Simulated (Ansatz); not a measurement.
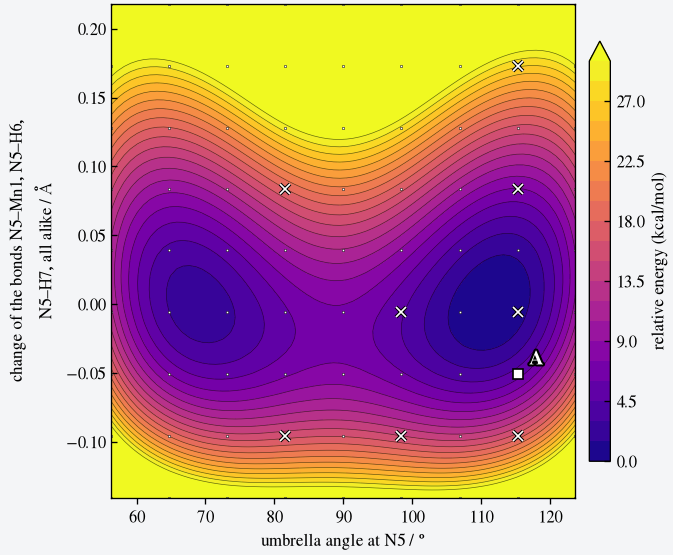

MnO3(NH2). Coordinates scanned: (1) umbrella angle at N5 (between each of its bonds and their common axis; 90 is planar); (2) change of the bonds N5–Mn1, N5–H6, N5–H7, all alike. Nothing is relaxed (all other coordinates rigid). The scan uses a 9 × 9 grid. At 8 points there is no value. Points are written as (first, second). Energies are in kcal/mol, from the relaxed molecule at the same level. These are results of RHF/def2-TZVP in Ansatz, not measurements.

In the figure: filled contours, crosses at grid points without a value, dots at the grid points, one colour for all values above the top of the scale, the point A. Between grid points the surface is interpolated.

> Which way does the force act at A, and how strong is it?

A, at (115.3°, −0.051 Å), is not a stationary point. The computed force is 0.63 kcal/mol for each degree towards smaller values of the first coordinate and 176 kcal/mol for each Å towards larger values of the second coordinate.
